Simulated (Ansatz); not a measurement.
## Electronic structure of AsGeH5···H2O in real space

Input file:

```
crystal:
  periodic: [false, false, false]
  atoms:
    - {symbol: Ge, position_ang: [-1.012174, -0.096293, -0.719052]}
    - {symbol: O, position_ang: [1.374598, 1.399776, 0.950715]}
    - {symbol: H, position_ang: [-0.510412, 1.165048, -1.444935]}
    - {symbol: H, position_ang: [-2.062292, -0.766012, -1.626631]}
    - {symbol: H, position_ang: [-1.700309, 0.333351, 0.588146]}
    - {symbol: H, position_ang: [0.775780, 1.861680, 1.542241]}
    - {symbol: As, position_ang: [0.839819, -1.618147, -0.359159]}
    - {symbol: H, position_ang: [1.603713, 2.040991, 0.273754]}
    - {symbol: H, position_ang: [-0.078289, -2.836165, -0.355560]}
    - {symbol: H, position_ang: [0.769664, -1.484231, 1.150483]}
basis:
  gaussian: {orbitals: def2-TZVPP}
hamiltonian: {xc: pbe0, dispersion: d4}
output: {orbitals: {seedname: orbitals}}
```

Command:

```sh
ansatz run in.yaml --threads 8 --pin off --events-out ev --progress --plain --max-ram 19148MiB
```

The product side of a reaction path; geometry: PBE0-D4/def2-TZVP.

All numbers below come from Ansatz 0.2.0, RKS PBE0-D4/def2-TZVPP.

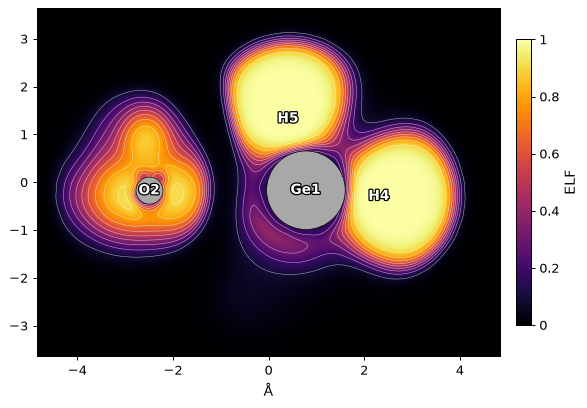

Figure 1. ELF on the plane of atoms H4, Ge1 and H5. Grey discs cover the atomic cores.

> What does the map show?

The plane passes through Ge, O and H nuclei. Ge1···O2 (3.27 Å): the ELF dips to about 0 between them; a non-bonded, intermolecular contact. Ge–H (1.54 Å): the ELF climbs to about 1 towards the hydrogen. The ELF also peaks beside O2, away from the bonds: lone-pair regions.

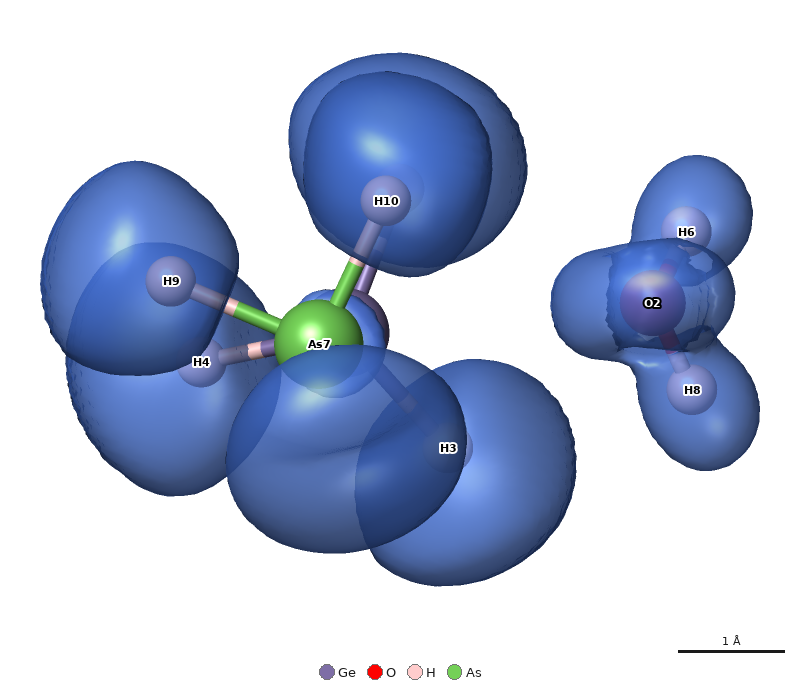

Figure 2. Isosurface of the electron localisation function at 0.8 (blue), seen from one side. Core shells and regions of very low density are left out.

> What do the ELF domains correspond to?

The surface consists of one region between bonded As–Ge atoms (shared pairs), five regions around hydrogen nuclei, one lobe on As, pointing away from the bonds (lone pairs) and one joined region spread over several atoms (H, O), in which their bonds and any lone pairs are merged. Along the contacts the grid gives the following. Ge–As (2.42 Å): the ELF peaks at about 0.85 between the atoms: a covalent bond.

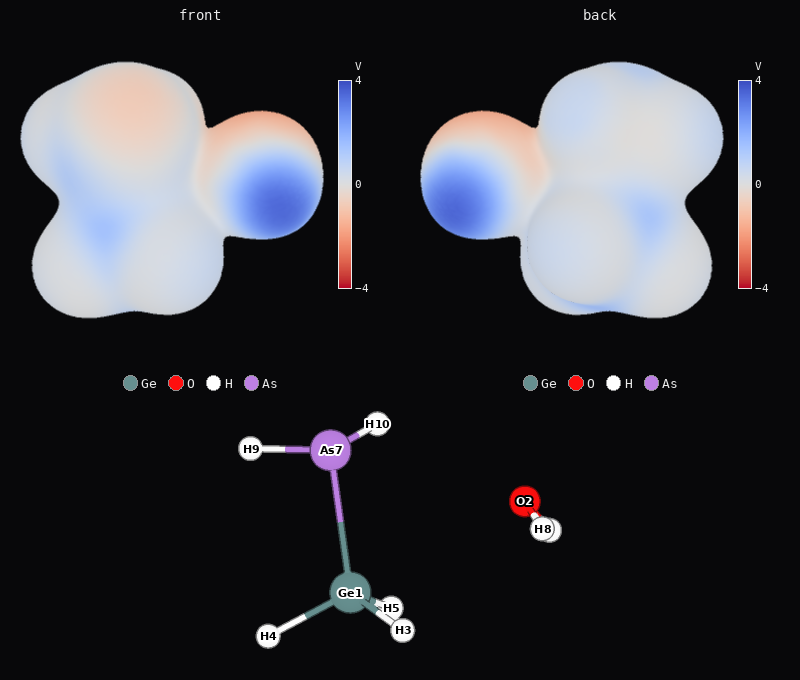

Figure 3. The molecular electrostatic potential painted on the density surface at 0.004 e/bohr³, seen from the front and from behind; the colour scale runs from red (negative) to blue (positive). The bare structure is drawn below in the same view.

> Which sites attract a positive test charge, and which a negative one?

A positive charge is drawn to the negative regions and a negative charge to the positive ones. The most negative region (about −1.6 V, or −37 kcal/mol for a unit charge) lies over O2, the most positive (about +3.4 V, or +78 kcal/mol for a unit charge) over H6 and H8. O2 is the likeliest acceptor of a hydrogen bond.

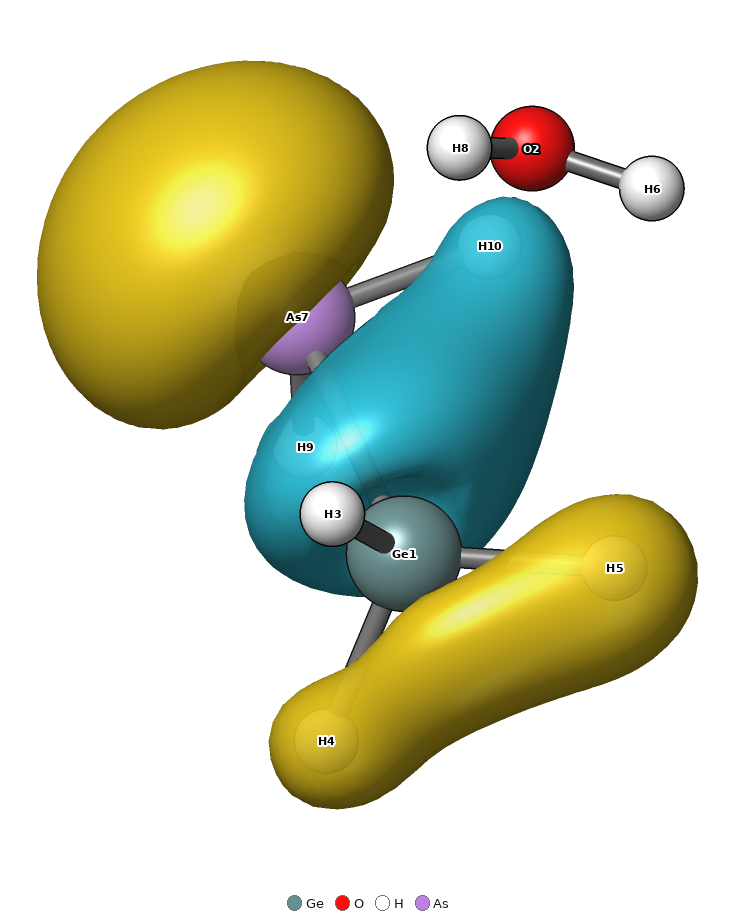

Figure 4. The HOMO at ±0.1 Å⁻³ᐟ² (yellow and cyan are the two phases), seen at an oblique angle.

> Describe this orbital and give its energy.

It lies mainly on As7 (about 65 %) and Ge1 (about 15 %). Its energy is −7.17 eV.
